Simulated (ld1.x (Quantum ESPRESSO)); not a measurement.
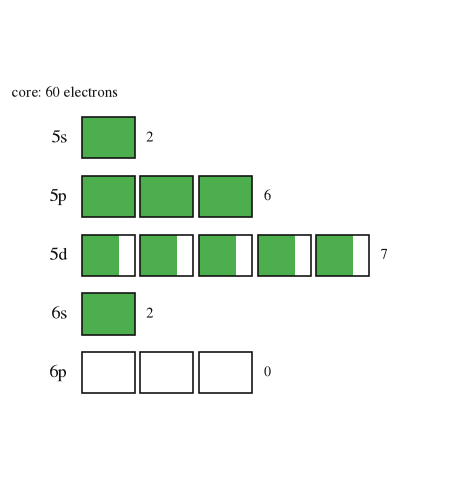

Figure 1. The valence shells of the reference configuration: a box for each of the 2l + 1 orbitals, shaded by the share of the shell that is filled, with the electron count at the right.

**Pseudopotential generation, with input and output: Ir**

- system: iridium (Ir, Z = 77), core [Kr] 4d10 4f14, reference valence 5s2 5p6 5d7 6s2 6p0, valence charge 17.
- method: ultrasoft potential, LDA (PZ), non-relativistic, made with ld1.x (Quantum ESPRESSO) 7.5

### The input
```
 &input
   title='Ir', zed=77., rel=0, dft='PZ', iswitch=3,
   config='[Xe] 4f14 5d7 6s2 6p0',
   nld=3, rlderiv=2.60, eminld=-8.0, emaxld=5.0, deld=0.04
 /
 &inputp
   pseudotype=3, tm=.true., lloc=-1, rcloc=1.40,
   nlcc=.false.,
   file_pseudopw='Ir.UPF', file_wfcaegen='ae.wfc', file_wfcncgen='nc.wfc', file_beta='beta', file_chi='chi', file_wfcusgen='us.wfc'
 /
6
5S  1  0   2.00   0.00  1.40  1.65  0.0
6S  2  0   2.00   0.00  1.40  1.65  0.0
5P  2  1   6.00   0.00  2.15  2.40  0.0
6P  3  1   0.00   0.00  2.15  2.40  0.0
5D  3  2   7.00   0.00  1.95  2.10  0.0
5D  3  2   0.00  -0.20  1.95  2.10  0.0
 &test
   configts(1)='5s2 5p6 5d7 6s2 6p0'
 /
```

### Input of the test run
```
 &input
   title='Ir', zed=77., rel=0, dft='PZ', iswitch=2,
   config='[Xe] 4f14 5d7 6s2 6p0'
 /
 &test
   file_pseudo='Ir.UPF', nconf=10,
   configts(1)='5s2 5p6 5d7 6s2 6p0',
   configts(2)='5s2 5p6 5d7 6s1 6p0',
   configts(3)='5s2 5p6 5d7 6s0 6p0',
   configts(4)='5s2 5p6 5d6 6s0 6p0',
   configts(5)='5s2 5p5 5d7 6s2 6p0',
   configts(6)='5s2 5p6 5d7 6s0 6p2',
   configts(7)='5s2 5p6 5d6 6s2 6p1',
   configts(8)='5s2 5p6 5d8 6s0 6p0',
   configts(9)='5s2 5p6 5d7 6s2 6p0', lsdts(9)=1,
   configts(10)='5s2 5p6 5d7 6s1 6p0', lsdts(10)=1
 /
```

Command:
```bash
ld1.x < Ir.in > Ir.out
```

### The program's output
```
     Program LD1 v.7.5
     --------------------------- All-electron run ----------------------------

     Ir

     atomic number is 77.00
     dft =PZ   lsd =0 sic =0 latt =0  beta=0.20 tr2=1.0E-14
     Exchange-correlation= PZ
                           (   1   1   0   0   0   0   0)
     mesh =1277 r(mesh) = 100.10249 a.u. xmin = -7.00 dx = 0.01250
     1 Ry =  13.60569312 eV

     n l     nl                  e(Ry)          e(Ha)          e(eV)
     1 0     1S 1( 2.00)     -5087.5248     -2543.7624    -69219.3010
     2 0     2S 1( 2.00)      -844.3203      -422.1601    -11487.5627
     2 1     2P 1( 6.00)      -811.0552      -405.5276    -11034.9682
     3 0     3S 1( 2.00)      -195.8470       -97.9235     -2664.6336
     3 1     3P 1( 6.00)      -180.2177       -90.1088     -2451.9866
     4 0     4S 1( 2.00)       -40.5889       -20.2945      -552.2406
     4 1     4P 1( 6.00)       -33.9335       -16.9667      -461.6888
     3 2     3D 1(10.00)      -150.9710       -75.4855     -2054.0649
     5 0     5S 1( 2.00)        -5.8178        -2.9089       -79.1553
     5 1     5P 1( 6.00)        -3.7661        -1.8831       -51.2409
     4 2     4D 1(10.00)       -21.7135       -10.8568      -295.4272
     4 3     4F 1(14.00)        -5.4769        -2.7384       -74.5169
     5 2     5D 1( 7.00)        -0.6701        -0.3350        -9.1165
     6 0     6S 1( 2.00)        -0.3916        -0.1958        -5.3279
     6 1     6P 1( 0.00)        -0.1147        -0.0573        -1.5601

     final scf error:  1.5E-15 reached in  26 iterations

     Etot =  -33603.303041 Ry,  -16801.651521 Ha, -457196.229096 eV

     Ekin =   33591.650093 Ry,   16795.825047 Ha,  457037.682661 eV
     Encl =  -80037.670176 Ry,  -40018.835088 Ha,-1088967.978688 eV
     Eh   =   13481.228680 Ry,    6740.614340 Ha,  183421.460341 eV
     Exc  =    -638.511639 Ry,    -319.255819 Ha,   -8687.393410 eV

     normalization and overlap integrals

     s(1S/1S) =  1.000000  <r> =   0.0197  <r2> =    0.0005  r(max) =   0.0130
     s(2S/2S) =  1.000000  <r> =   0.0830  <r2> =    0.0081  r(max) =   0.0711
     s(2P/2P) =  1.000000  <r> =   0.0701  <r2> =    0.0060  r(max) =   0.0554
     s(3S/3S) =  1.000000  <r> =   0.2100  <r2> =    0.0502  r(max) =   0.1957
     s(3P/3P) =  1.000000  <r> =   0.2002  <r2> =    0.0463  r(max) =   0.1838
     s(4S/4S) =  1.000000  <r> =   0.4649  <r2> =    0.2436  r(max) =   0.4355
     s(4P/4P) =  1.000000  <r> =   0.4700  <r2> =    0.2508  r(max) =   0.4355
     s(3D/3D) =  1.000000  <r> =   0.1750  <r2> =    0.0358  r(max) =   0.1432
     s(5S/5S) =  1.000000  <r> =   1.0765  <r2> =    1.3011  r(max) =   0.9814
     s(5P/5P) =  1.000000  <r> =   1.1779  <r2> =    1.5711  r(max) =   1.0447
     s(4D/4D) =  1.000000  <r> =   0.4811  <r2> =    0.2674  r(max) =   0.4301
     s(4F/4F) =  1.000000  <r> =   0.5213  <r2> =    0.3309  r(max) =   0.3891
     s(5D/5D) =  1.000000  <r> =   1.6645  <r2> =    3.3122  r(max) =   1.2760
     s(6S/6S) =  1.000000  <r> =   3.2485  <r2> =   12.0819  r(max) =   2.7012
     s(6P/6P) =  1.000000  <r> =   4.5445  <r2> =   24.2705  r(max) =   3.5562

     ------------------------ End of All-electron run ------------------------

     --------------------- Generating US pseudopotential ---------------------

      Generating local potential from pseudized AE potential:
      Matching radius rcloc =   1.4000

      Local pseudo, rcloc= 1.393 Estimated cut-off energy=    13.01 Ry

      Wfc   5S  rcut= 1.393  Using Troullier-Martins method
      Wfc-us  5S rcutus= 1.659  Estimated cut-off energy=    19.95 Ry

      Wfc   6S  rcut= 1.393  Using Troullier-Martins method
      Wfc-us  6S rcutus= 1.659  Estimated cut-off energy=    39.58 Ry

      Wfc   5P  rcut= 2.130  Using Troullier-Martins method
      Wfc-us  5P rcutus= 2.414  Estimated cut-off energy=    15.43 Ry

      Wfc   6P  rcut= 2.130  Using Troullier-Martins method
      Wfc-us  6P rcutus= 2.414  Estimated cut-off energy=    11.78 Ry

      Wfc   5D  rcut= 1.927  Using Troullier-Martins method
      Wfc-us  5D rcutus= 2.078  Estimated cut-off energy=    27.11 Ry

      Wfc   5D  rcut= 1.927  Using Troullier-Martins method
      Wfc-us  5D rcutus= 2.078  Estimated cut-off energy=    29.99 Ry

     ------------------- End of pseudopotential generation -------------------

     --------------------------- All-electron run ----------------------------

     Ir

     atomic number is 77.00
     dft =PZ   lsd =0 sic =0 latt =0  beta=0.20 tr2=1.0E-14
     Exchange-correlation= PZ
                           (   1   1   0   0   0   0   0)
     mesh =1277 r(mesh) = 100.10249 a.u. xmin = -7.00 dx = 0.01250
     1 Ry =  13.60569312 eV

     n l     nl                  e(Ry)          e(Ha)          e(eV)
     1 0     1S 1( 2.00)     -5087.5248     -2543.7624    -69219.3010
     2 0     2S 1( 2.00)      -844.3203      -422.1601    -11487.5627
     2 1     2P 1( 6.00)      -811.0552      -405.5276    -11034.9682
     3 0     3S 1( 2.00)      -195.8470       -97.9235     -2664.6336
     3 1     3P 1( 6.00)      -180.2177       -90.1088     -2451.9866
     4 0     4S 1( 2.00)       -40.5889       -20.2945      -552.2406
     4 1     4P 1( 6.00)       -33.9335       -16.9667      -461.6888
     3 2     3D 1(10.00)      -150.9710       -75.4855     -2054.0649
     5 0     5S 1( 2.00)        -5.8178        -2.9089       -79.1553
     5 1     5P 1( 6.00)        -3.7661        -1.8831       -51.2409
     4 2     4D 1(10.00)       -21.7135       -10.8568      -295.4272
     4 3     4F 1(14.00)        -5.4769        -2.7384       -74.5169
     5 2     5D 1( 7.00)        -0.6701        -0.3350        -9.1165
     6 0     6S 1( 2.00)        -0.3916        -0.1958        -5.3279
     6 1     6P 1( 0.00)        -0.1147        -0.0573        -1.5601

     final scf error:  1.5E-15 reached in  26 iterations

     Etot =  -33603.303041 Ry,  -16801.651521 Ha, -457196.229096 eV

     Ekin =   33591.650093 Ry,   16795.825047 Ha,  457037.682661 eV
     Encl =  -80037.670176 Ry,  -40018.835088 Ha,-1088967.978688 eV
     Eh   =   13481.228680 Ry,    6740.614340 Ha,  183421.460341 eV
     Exc  =    -638.511639 Ry,    -319.255819 Ha,   -8687.393410 eV

     normalization and overlap integrals

     s(1S/1S) =  1.000000  <r> =   0.0197  <r2> =    0.0005  r(max) =   0.0130
     s(2S/2S) =  1.000000  <r> =   0.0830  <r2> =    0.0081  r(max) =   0.0711
     s(2P/2P) =  1.000000  <r> =   0.0701  <r2> =    0.0060  r(max) =   0.0554
     s(3S/3S) =  1.000000  <r> =   0.2100  <r2> =    0.0502  r(max) =   0.1957
     s(3P/3P) =  1.000000  <r> =   0.2002  <r2> =    0.0463  r(max) =   0.1838
     s(4S/4S) =  1.000000  <r> =   0.4649  <r2> =    0.2436  r(max) =   0.4355
     s(4P/4P) =  1.000000  <r> =   0.4700  <r2> =    0.2508  r(max) =   0.4355
     s(3D/3D) =  1.000000  <r> =   0.1750  <r2> =    0.0358  r(max) =   0.1432
     s(5S/5S) =  1.000000  <r> =   1.0765  <r2> =    1.3011  r(max) =   0.9814
     s(5P/5P) =  1.000000  <r> =   1.1779  <r2> =    1.5711  r(max) =   1.0447
     s(4D/4D) =  1.000000  <r> =   0.4811  <r2> =    0.2674  r(max) =   0.4301
     s(4F/4F) =  1.000000  <r> =   0.5213  <r2> =    0.3309  r(max) =   0.3891
     s(5D/5D) =  1.000000  <r> =   1.6645  <r2> =    3.3122  r(max) =   1.2760
     s(6S/6S) =  1.000000  <r> =   3.2485  <r2> =   12.0819  r(max) =   2.7012
     s(6P/6P) =  1.000000  <r> =   4.5445  <r2> =   24.2705  r(max) =   3.5562

     ------------------------ End of All-electron run ------------------------

     Computing logarithmic derivative in   2.58562

       Warning: n=2, l=1 expected 0 nodes, found 1
       Setting wfc to zero for this iteration
       (This warning will only be printed once per wavefunction)

       Warning: n=3, l=1 expected 1 nodes, found 2
       Setting wfc to zero for this iteration
       (This warning will only be printed once per wavefunction)

       Zero norm: self consistency problem; state:  5 (l=  1, j=0.0)
     Computing logarithmic derivative in   2.58562
     Computing the partial wave expansion
     R is outside the sphere for l=    0 j= 0.00
     R is outside the sphere for l=    0 j= 0.00
     R is outside the sphere for l=    1 j= 0.00
     R is outside the sphere for l=    1 j= 0.00
     R is outside the sphere for l=    2 j= 0.00
     R is outside the sphere for l=    2 j= 0.00

     ---------------------- Testing the pseudopotential ----------------------

     Ir

     atomic number is 77.00   valence charge is 17.00
     dft =PZ   lsd =0 sic =0 latt =0  beta=0.20 tr2=1.0E-14
     mesh =1277 r(mesh) = 100.10249 xmin = -7.00 dx = 0.01250

     n l     nl             e AE (Ry)        e PS (Ry)    De AE-PS (Ry)
     1 0     5S   1( 2.00)       -5.81781       -5.94436        0.12656  !
     2 1     5P   1( 6.00)       -3.76613       -3.88841        0.12228  !
     3 2     5D   1( 7.00)       -0.67005       -0.75624        0.08619  !
     2 0     6S   1( 2.00)       -0.39159       -0.34451       -0.04708  !
     3 1     6P   1( 0.00)       -0.11466       -0.11466        0.00000

     eps = 6.6E-15  iter = 41

     Etot =  -33603.303041 Ry,  -16801.651521 Ha, -457196.229096 eV
     Etotps =  -203.538052 Ry,    -101.769026 Ha,   -2769.276279 eV

     Ekin =      42.351829 Ry,      21.175914 Ha,     576.225984 eV
     Encl =    -441.020108 Ry,    -220.510054 Ha,   -6000.384248 eV
     Ehrt =     168.485473 Ry,      84.242736 Ha,    2292.361637 eV
     Ecxc =     -19.724207 Ry,      -9.862104 Ha,    -268.361509 eV
     Epseu=      46.368961 Ry,      23.184481 Ha,     630.881857 eV

     ---------------------- End of pseudopotential test ----------------------
```

### Output of the test run (extracts)
```
     ---------------------- Testing the pseudopotential ----------------------

     Ir

     atomic number is 77.00   valence charge is 17.00
     dft =PZ   lsd =0 sic =0 latt =0  beta=0.20 tr2=1.0E-14
     mesh =1277 r(mesh) = 100.10249 xmin = -7.00 dx = 0.01250

     n l     nl             e AE (Ry)        e PS (Ry)    De AE-PS (Ry)
     1 0     5S   1( 2.00)       -5.81781       -5.94436        0.12656  !
     2 1     5P   1( 6.00)       -3.76613       -3.88841        0.12228  !
     3 2     5D   1( 7.00)       -0.67005       -0.75624        0.08619  !
     2 0     6S   1( 2.00)       -0.39159       -0.34451       -0.04708  !
     3 1     6P   1( 0.00)       -0.11466       -0.11466        0.00000

     eps = 7.7E-15  iter = 40

     Etot =  -33603.303041 Ry,  -16801.651521 Ha, -457196.229096 eV
     Etotps =  -203.538052 Ry,    -101.769026 Ha,   -2769.276275 eV

     Ekin =      42.351829 Ry,      21.175915 Ha,     576.225991 eV
     Encl =    -441.020107 Ry,    -220.510054 Ha,   -6000.384240 eV
     Ehrt =     168.485472 Ry,      84.242736 Ha,    2292.361632 eV
     Ecxc =     -19.724207 Ry,      -9.862104 Ha,    -268.361509 eV
     Epseu=      46.368961 Ry,      23.184480 Ha,     630.881850 eV

     ---------------------- End of pseudopotential test ----------------------

     ---------------------- Testing the pseudopotential ----------------------

     Ir

     atomic number is 77.00   valence charge is 17.00
     dft =PZ   lsd =0 sic =0 latt =0  beta=0.20 tr2=1.0E-14
     mesh =1277 r(mesh) = 100.10249 xmin = -7.00 dx = 0.01250

     n l     nl             e AE (Ry)        e PS (Ry)    De AE-PS (Ry)
     1 0     5S   1( 2.00)       -6.39105       -6.47693        0.08588  !
     2 1     5P   1( 6.00)       -4.33976       -4.42128        0.08151  !
     3 2     5D   1( 7.00)       -1.23508       -1.28397        0.04889  !
     2 0     6S   1( 1.00)       -0.87488       -0.78464       -0.09024  !
     3 1     6P   1( 0.00)       -0.53230       -0.53230        0.00000

     eps = 7.6E-15  iter = 28

     Etot =  -33602.674547 Ry,  -16801.337274 Ha, -457187.678005 eV
     Etotps =  -202.977785 Ry,    -101.488893 Ha,   -2761.653459 eV
     dEtot_ae =       0.628494 Ry
     dEtot_ps =       0.560267 Ry,   Delta E=       0.068227 Ry

     Ekin =      42.101718 Ry,      21.050859 Ha,     572.823061 eV
     Encl =    -432.033926 Ry,    -216.016963 Ha,   -5878.121022 eV
     Ehrt =     159.765337 Ry,      79.882669 Ha,    2173.718150 eV
     Ecxc =     -19.365028 Ry,      -9.682514 Ha,    -263.474631 eV
     Epseu=      46.554114 Ry,      23.277057 Ha,     633.400984 eV

     ---------------------- End of pseudopotential test ----------------------
```

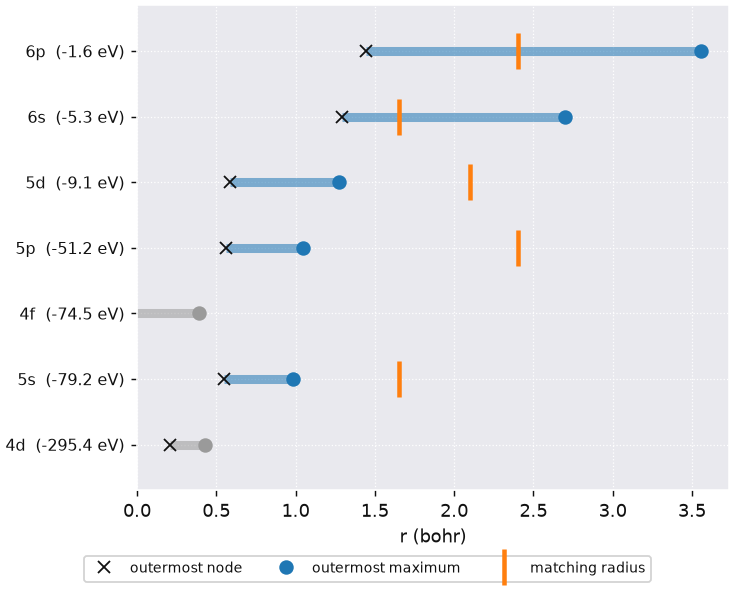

Figure 2. Outer shells of the all-electron reference atom: each bar runs from the outermost node (or the nucleus) to the outermost maximum of u(r); the tick is the radius chosen for the pseudo-wave. Shells without a tick have no pseudo-wave of their own. Levels, nodes and maxima are from ld1.x, non-relativistic.

- Radii against the shells: 5s: 1.65 bohr, outside the maximum; 5p: 2.40 bohr, outside the maximum; 5d: 2.10 bohr, outside the maximum; 6s: 1.65 bohr, between node and maximum; 6p: 2.40 bohr, between node and maximum. In the spherical-Bessel test 5p stands at −0.101 Ry at the top cutoff of 400 Ry against −3.766 Ry all-electron and −3.888 Ry from the radial solver of ld1.x; 5s stands at −7.543 Ry at the top cutoff of 400 Ry against −5.818 Ry all-electron and −5.944 Ry from the radial solver of ld1.x; 5d stands at −0.680 Ry at the top cutoff of 400 Ry against −0.670 Ry all-electron and −0.756 Ry from the radial solver of ld1.x (1 more miss too). The test also has a p level at −8.0 Ry, far below the valence levels of the same l, which points to ghost states. No cutoff can be given, and the search for ghost states has no verdict.

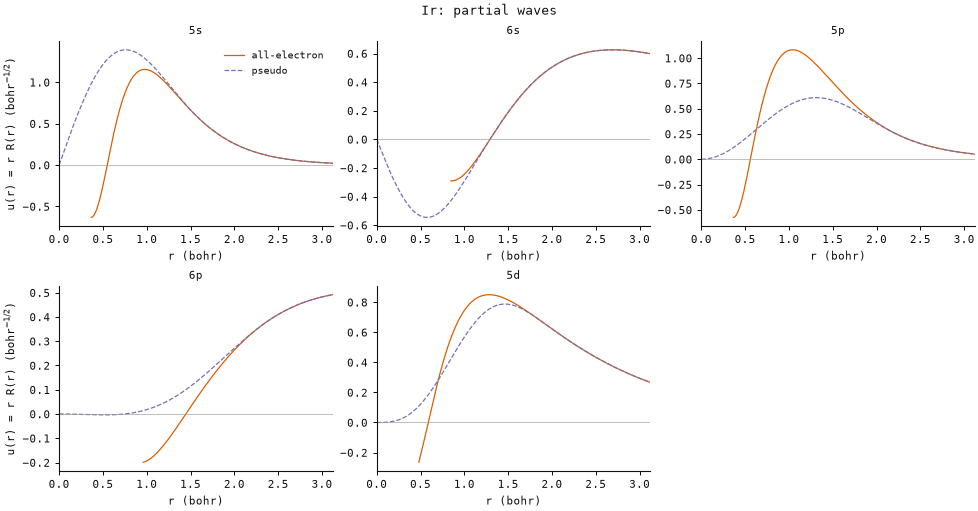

Figure 3. All-electron valence functions (solid) with their pseudo partners (dashed). The innermost oscillations of some all-electron curves aren't drawn. Reference configuration 5s2 5p6 5d7 6s2 6p0.

- Matching radii: 5s at 1.65 bohr; 6s at 1.65 bohr; 5p at 2.40 bohr; 6p at 2.40 bohr; 5d at 2.10 bohr. The curves merge smoothly, so the plot gives these only roughly.
- Nodes of the pseudo-waves: 5s has no node; 6s has a node at about 1.3 bohr; 5p has no node; 6p has a shallow node near 0.7 bohr; 5d has no node. A node in 6s is allowed, since a lower shell of the same l is also in the valence. The potential isn't sound: the pseudo-atom misses its own reference levels by up to 1.72 eV.

### Summary

- outcome: generated; the Bessel test doesn't meet the 5p level; the pseudo-atom misses its reference levels by up to 1.72 eV (5s); ld1.x warns of wrong node counts
- reference test: the pseudo-atom misses its own reference levels by up to 1.72 eV
- configuration tests: test run stopped at test 2 of 9 (negative rho)
- lowest eigenvalue of the overlap operator S in a Bessel basis (separate test): 0.024 (s channel)
- largest excitation error among the tests solved: +928 meV (all-electron minus pseudo) for 5s2 5p6 5d7 6s1 6p0
- range over which the phases arctan(r u′/u) at the test radius agree within 0.05 rad (a looser test near the poles than one of phase shifts): s: not judged, since its reference level lies on a steep step; p: nowhere near the reference energy; d: not judged, since its reference level lies on a steep step
- hardware: 1 CPU thread, shared host
- wall time: 6.2 s

### Remarks

An excitation error of 928 meV in its own tests makes this a poorly transferable potential. In the spherical-Bessel test 5p stands at −0.101 Ry at the top cutoff of 400 Ry against −3.766 Ry all-electron and −3.888 Ry from the radial solver of ld1.x; 5s stands at −7.543 Ry at the top cutoff of 400 Ry against −5.818 Ry all-electron and −5.944 Ry from the radial solver of ld1.x; 5d stands at −0.680 Ry at the top cutoff of 400 Ry against −0.670 Ry all-electron and −0.756 Ry from the radial solver of ld1.x (1 more miss too). The test also has a p level at −8.0 Ry, far below the valence levels of the same l, which points to ghost states. No cutoff can be given, and the search for ghost states has no verdict. ld1.x warns that it found 1 node in place of 0 for 5p and 2 nodes in place of 1 for 6p. It picks states by counting nodes, so it can end on another state than the one meant. In the reference test 5p misses its all-electron level by 0.122 Ry. The overlap operator is close to singular, which makes the set fragile in plane-wave runs.
